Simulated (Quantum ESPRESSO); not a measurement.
# Magnetic state of MnPSe3 from several starts, part 2 of 2

A self-consistent run ends on one state, which hangs on the start. Several orders of MnPSe3 are started in Quantum ESPRESSO and their energies compared.

Quantum ESPRESSO 7.5; LDA with U = 4 eV on Mn d (ortho-atomic projectors); plane waves with GBRV 1.5 LDA potentials, no spin-orbit coupling.

So far, absolute magnetization (μB): step 2 (run 1, typed as ferro ++) 10.0.

### Step 3. Start 2: antiferro +−

Input file pw.in:

```
&CONTROL
  calculation = 'scf'
  prefix = 'pwscf'
  outdir = './tmp'
  pseudo_dir = './pseudo'
  disk_io = 'nowf'
/
&SYSTEM
  ibrav = 0
  nat = 10
  ntyp = 4
  ecutwfc = 40
  ecutrho = 280
  nbnd = 51
  occupations = 'smearing'
  smearing = 'fd'
  degauss = 0.00367493
  nspin = 2
  starting_magnetization(1) = 0.3
  starting_magnetization(2) = -0.3
  starting_magnetization(3) = 0
  starting_magnetization(4) = 0
/
&ELECTRONS
  conv_thr = 2d-08
  electron_maxstep = 150
  mixing_beta = 0.3
/
ATOMIC_SPECIES
Mn1    54.9380 mn_lda_v1.5.uspp.F.UPF
Mn2    54.9380 mn_lda_v1.5.uspp.F.UPF
P      30.9738 p_lda_v1.5.uspp.F.UPF
Se     78.9710 se_lda_v1.uspp.F.UPF
CELL_PARAMETERS angstrom
   3.1997804373    1.8473940968    6.9054975756
  -3.1997804373    1.8473940968    6.9054975756
   0.0000000000   -3.6947881936    6.9054975756
ATOMIC_POSITIONS crystal
Mn1     0.8323828600    0.8323828600    0.8323828600
Mn2     0.1676171400    0.1676171400    0.1676171400
P       0.5535793900    0.5535793900    0.5535793900
P       0.4464206100    0.4464206100    0.4464206100
Se      0.4151439300    0.7494138000    0.0889330100
Se      0.0889330100    0.4151439300    0.7494138000
Se      0.7494138000    0.0889330100    0.4151439300
Se      0.5848560700    0.2505862000    0.9110669900
Se      0.9110669900    0.5848560700    0.2505862000
Se      0.2505862000    0.9110669900    0.5848560700
K_POINTS automatic
4 4 4 0 0 0
HUBBARD {ortho-atomic}
U Mn1-3d 4.0000
U Mn2-3d 4.0000
```

The run is started by

```console
OMP_NUM_THREADS=1 mpirun -n 4 pw.x -nk 4 -in pw.in > pw.out
```

What it wrote:

```text
[banner, memory and clock lines left out]
Program PWSCF v.7.5 starts

     Message from routine setup:
     using ibrav=0 with symmetry is DISCOURAGED, use correct ibrav instead

     bravais-lattice index     =            0
     lattice parameter (alat)  =      14.8000  a.u.
     unit-cell volume          =    1652.8086 (a.u.)^3
     number of atoms/cell      =           10
     number of atomic types    =            4
     number of electrons       =        76.00
     number of Kohn-Sham states=           51
     kinetic-energy cutoff     =      40.0000  Ry
     charge density cutoff     =     280.0000  Ry
     scf convergence threshold =      2.0E-08
     mixing beta               =       0.3000
     number of iterations used =            8  plain     mixing
     Exchange-correlation= SLA  PZ   NOGX NOGC
                           (   1   1   0   0   0   0   0)
     Hubbard projectors: ortho-atomic
     Hubbard parameters of DFT+U (Dudarev formulation) in eV:
     U(Mn1-3d) =  4.0000
     U(Mn2-3d) =  4.0000

     Internal variables: lda_plus_u =T, lda_plus_u_kind = 0

     Internal variables: orbital_resolved =F, hub_pot_fix =F, apply_U = F

     celldm(1)=  14.799989  celldm(2)=   0.000000  celldm(3)=   0.000000
     celldm(4)=   0.000000  celldm(5)=   0.000000  celldm(6)=   0.000000

     crystal axes: (cart. coord. in units of alat)
               a(1) = (   0.408562   0.235883   0.881724 )
               a(2) = (  -0.408562   0.235883   0.881724 )
               a(3) = (   0.000000  -0.471766   0.881724 )

     reciprocal axes: (cart. coord. in units 2 pi/alat)
               b(1) = (  1.223805  0.706564  0.378047 )
               b(2) = ( -1.223805  0.706564  0.378047 )
               b(3) = (  0.000000 -1.413129  0.378047 )

     PseudoPot. # 1 for Mn read from file:
     mn_lda_v1.5.uspp.F.UPF
     Pseudo is Ultrasoft + core correction, Zval = 15.0

     PseudoPot. # 2 for Mn read from file:
     mn_lda_v1.5.uspp.F.UPF
     Pseudo is Ultrasoft + core correction, Zval = 15.0

     PseudoPot. # 3 for P  read from file:
     p_lda_v1.5.uspp.F.UPF
     Pseudo is Ultrasoft + core correction, Zval =  5.0

     PseudoPot. # 4 for Se read from file:
     se_lda_v1.uspp.F.UPF
     Pseudo is Ultrasoft + core correction, Zval =  6.0

     atomic species   valence    mass     pseudopotential
     Mn1              15.00    54.93800     Mn( 1.00)
     Mn2              15.00    54.93800     Mn( 1.00)
     P                 5.00    30.97380     P ( 1.00)
     Se                6.00    78.97100     Se( 1.00)

     Starting magnetic structure
     atomic species   magnetization
     Mn1             0.300
     Mn2            -0.300
     P               0.000
     Se              0.000

      3 Sym. Ops. (no inversion) found

   Cartesian axes

     site n.     atom                  positions (alat units)
         1        Mn1    tau(   1) = (  -0.0000000   0.0000000   2.2017948  )
         2        Mn2    tau(   2) = (  -0.0000000  -0.0000000   0.4433759  )
         3        P      tau(   3) = (   0.0000000  -0.0000000   1.4643120  )
         4        P      tau(   4) = (  -0.0000000   0.0000000   1.1808587  )
         5        Se     tau(   5) = (  -0.1365699   0.2327440   1.1052323  )
         6        Se     tau(   6) = (  -0.1332773  -0.2346450   1.1052323  )
         7        Se     tau(   7) = (   0.2698472   0.0019010   1.1052323  )
         8        Se     tau(   8) = (   0.1365699  -0.2327440   1.5399384  )
         9        Se     tau(   9) = (   0.1332773   0.2346450   1.5399384  )
        10        Se     tau(  10) = (  -0.2698472  -0.0019010   1.5399384  )

     number of k points=    14  Fermi-Dirac smearing, width (Ry)=  0.0037
                       cart. coord. in units 2pi/alat
        k(    1) = (   0.0000000   0.0000000   0.0000000), wk =   0.0156250
        k(    2) = (   0.0000000  -0.3532822   0.0945119), wk =   0.0937500
        k(    3) = (  -0.0000000   0.7065644  -0.1890237), wk =   0.0468750
        k(    4) = (  -0.3059513  -0.1766411   0.1890237), wk =   0.0937500
        k(    5) = (  -0.3059513   0.8832054  -0.0945119), wk =   0.0937500
        [... 9 further k-points ...]

     Dense  grid:   130893 G-vectors     FFT dimensions: (  80,  80,  80)

     Smooth grid:    56513 G-vectors     FFT dimensions: (  60,  60,  60)

     Check: negative core charge=   -0.000012
     Generating pointlists ...
     new r_m :   0.1440 (alat units)  2.1318 (a.u.) for type    1
     new r_m :   0.1440 (alat units)  2.1318 (a.u.) for type    2
     new r_m :   0.1156 (alat units)  1.7109 (a.u.) for type    3
     new r_m :   0.1156 (alat units)  1.7109 (a.u.) for type    4

     Initial potential from superposition of free atoms

     starting charge      74.9992, renormalised to      76.0000

     STARTING HUBBARD OCCUPATIONS:

     =================== HUBBARD OCCUPATIONS ===================
     ------------------------ ATOM    1 ------------------------
     Tr[ns(  1)] (up, down, total) =   5.00000  0.00000  5.00000
     Atomic magnetic moment for atom   1 =   5.00000
     [... lines left out ...]
     ------------------------ ATOM    2 ------------------------
     Tr[ns(  2)] (up, down, total) =   0.00000  5.00000  5.00000
     Atomic magnetic moment for atom   2 =  -5.00000
     [... lines left out ...]
     Number of occupied Hubbard levels =   10.0000

     Atomic wfc used for Hubbard projectors are orthogonalized

     Starting wfcs are   58 randomized atomic wfcs

     Self-consistent Calculation

     iteration #  1     ecut=    40.00 Ry     beta= 0.30
     Davidson diagonalization with overlap
     ethr =  1.00E-02,  avg # of iterations =  3.0

     =================== HUBBARD OCCUPATIONS ===================
     ------------------------ ATOM    1 ------------------------
     Tr[ns(  1)] (up, down, total) =   4.94992  0.24019  5.19011
     Atomic magnetic moment for atom   1 =   4.70972
     [... lines left out ...]
     ------------------------ ATOM    2 ------------------------
     Tr[ns(  2)] (up, down, total) =   0.24020  4.94997  5.19016
     Atomic magnetic moment for atom   2 =  -4.70977
     [... lines left out ...]
     Number of occupied Hubbard levels =   10.3803

     Threshold (ethr) on eigenvalues was too large:
     Diagonalizing with lowered threshold

     Davidson diagonalization with overlap
     ethr =  4.96E-04,  avg # of iterations =  2.0

     total energy              =    -712.53014128 Ry
     estimated scf accuracy    <       0.38453198 Ry

     total magnetization       =     0.00 Bohr mag/cell
     absolute magnetization    =     9.57 Bohr mag/cell

     iteration #  2     ecut=    40.00 Ry     beta= 0.30
     Davidson diagonalization with overlap
     ethr =  5.06E-04,  avg # of iterations =  2.4

     total energy              =    -712.57372151 Ry
     estimated scf accuracy    <       0.07713525 Ry

     total magnetization       =     0.00 Bohr mag/cell
     absolute magnetization    =     9.50 Bohr mag/cell

     [... further iterations left out ...]

     iteration # 10     ecut=    40.00 Ry     beta= 0.30
     Davidson diagonalization with overlap
     ethr =  1.08E-10,  avg # of iterations =  5.6

     negative rho (up, down):  8.802E-06 8.805E-06

     total energy              =    -712.58303815 Ry
     estimated scf accuracy    <       0.00000004 Ry

     total magnetization       =    -0.00 Bohr mag/cell
     absolute magnetization    =     9.56 Bohr mag/cell

     iteration # 11     ecut=    40.00 Ry     beta= 0.30
     Davidson diagonalization with overlap
     ethr =  4.83E-11,  avg # of iterations =  2.4

     negative rho (up, down):  8.471E-06 8.468E-06

     Magnetic moment per site  (integrated on atomic sphere of radius R)
     atom   1 (R=0.144)  charge= 13.3535  magn=  4.4546
     atom   2 (R=0.144)  charge= 13.3535  magn= -4.4546
     atom   3 (R=0.116)  charge=  2.4364  magn= -0.0002
     atom   4 (R=0.116)  charge=  2.4364  magn=  0.0002
     atom   5 (R=0.116)  charge=  2.8672  magn= -0.0002
     atom   6 (R=0.116)  charge=  2.8672  magn= -0.0002
     atom   7 (R=0.116)  charge=  2.8672  magn= -0.0002
     atom   8 (R=0.116)  charge=  2.8672  magn=  0.0002
     atom   9 (R=0.116)  charge=  2.8672  magn=  0.0002
     atom  10 (R=0.116)  charge=  2.8672  magn=  0.0002

     End of self-consistent calculation

     =================== HUBBARD OCCUPATIONS ===================
     ------------------------ ATOM    1 ------------------------
     Tr[ns(  1)] (up, down, total) =   4.96758  0.31925  5.28683
     Atomic magnetic moment for atom   1 =   4.64834
     [... lines left out ...]
     ------------------------ ATOM    2 ------------------------
     Tr[ns(  2)] (up, down, total) =   0.31924  4.96758  5.28683
     Atomic magnetic moment for atom   2 =  -4.64834
     [... lines left out ...]
     Number of occupied Hubbard levels =   10.5737

     [... lines left out ...]
     the Fermi energy is     6.0484 ev

!    total energy              =    -712.58303816 Ry
     estimated scf accuracy    <          1.4E-09 Ry
     smearing contrib. (-TS)   =      -0.00000000 Ry
     internal energy E=F+TS    =    -712.58303816 Ry

     The total energy is F=E-TS. E is the sum of the following terms:
     one-electron contribution =    -419.76306770 Ry
     hartree contribution      =     235.01343190 Ry
     xc contribution           =    -240.29134374 Ry
     ewald contribution        =    -287.63543628 Ry
     Hubbard energy            =       0.09337767 Ry

     total magnetization       =     0.00 Bohr mag/cell
     absolute magnetization    =     9.56 Bohr mag/cell

     convergence has been achieved in  11 iterations
```

It took 66 s on 4 MPI ranks of Intel Xeon 6975P-C (Granite Rapids), shared host; peak memory 1.3 GiB.

Spin moment in the atom's sphere by atom:

| atom | spin moment in the atom's sphere (μB) |
| --- | --- |
| Mn1 | 4.45 |
| Mn2 | -4.45 |
| P3 | 0.00 |
| P4 | 0.00 |
| Se5 | 0.00 |
| Se6 | 0.00 |
| Se7 | 0.00 |
| Se8 | 0.00 |
| Se9 | 0.00 |
| Se10 | 0.00 |

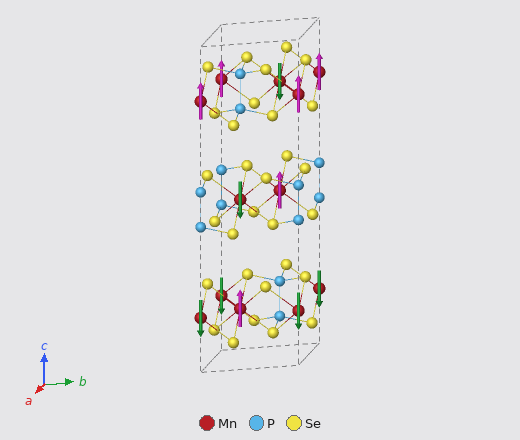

Spin moment in the atom's sphere as arrows, the longest 4.45 μB. Up and down stand for the sign. Arrows give size and sign along the axis of quantisation, drawn up and down the page. The two directions have two colours. Some periodic images of atoms are drawn too.

This step gave:

| Quantity | Value |
| --- | --- |
| smearing term TS | 6.59e-9 eV |
| magnetization | 0 μB |
| absolute magnetization | 9.564 μB |
| final state | antiferromagnetic |

### Step 4. The states side by side

An order is kept where moments of 0.15 μB or more survive with the typed signs; meshes match where a doubled cell samples the same k points as the first cell.

Orders:

| start | final state | typed order kept | energy over the lowest (meV a seeded atom) | largest site moment (μB) | net moment (μB a cell of the first run) | mesh matched | CPU time (s) |
| --- | --- | --- | --- | --- | --- | --- | --- |
| ferro ++ | ferromagnetic | yes | 26.63 | 4.479 | 10 | yes | 270.2 |
| antiferro +- | antiferromagnetic | yes | 0 | 4.455 | 0 | yes | 263.9 |

### Step 5. Occupations of the corrected shells in the lowest state

Occupations of the Hubbard shells:

| block | type | shell | spin | electrons | occupation numbers |
| --- | --- | --- | --- | --- | --- |
| 1 | Mn1 | 3d | up | 4.968 | 0.992 0.992 0.994 0.994 0.995 |
| 1 | Mn1 | 3d | down | 0.3192 | 0.020 0.020 0.025 0.127 0.127 |
| 2 | Mn2 | 3d | up | 0.3192 | 0.020 0.020 0.025 0.127 0.127 |
| 2 | Mn2 | 3d | down | 4.968 | 0.992 0.992 0.994 0.994 0.995 |

### Step 6. Results

```json
{"lowest state found": "antiferromagnetic (from antiferro +-)", "largest site moment": "4.45 μB", "next state with moments": "ferromagnetic, 26.6 meV a seeded atom higher"}
```

What this shows: Only these 2 starts were compared; other wavevectors, canted and longer-period orders were not. A computed site moment is spin alone and hangs on the region that is counted: the program's spheres do not touch and miss the tail of the moment. Measured moments hold any orbital part as well, and belong to the order of the sample, which need not be the order of this run.

Calculation against experiment:

| quantity | measured | in the sphere | projected shell |
| --- | --- | --- | --- |
| moment (Mn) (μB) | 3.83 | 4.45 (+16.3 %) | 4.65 (+21.4 %) |

Measured values from arxiv:2010.08394 (2020).

How well it matches: For the moment, of the levels listed nearest comes in the sphere (+16.3 %) and farthest projected shell (+21.4 %). No cell relaxation is part of this session.

[Logs and program files are shortened in this print: banners, set-up blocks, solver, clock and traceback lines can be left out without a mark of their own.]

[Logs are printed without paths, hosts, clocks, repeated set-up lines and the standing remarks that a program may print on its own settings, such as how far it seeks lower states.]

[Hosts, paths, dates, database ids (printed as entryN), source tags and the programs' standing remarks are cut or masked in the printed files.]

[Where a cell is said to come from a database of computed structures, the database is the Materials Project.]
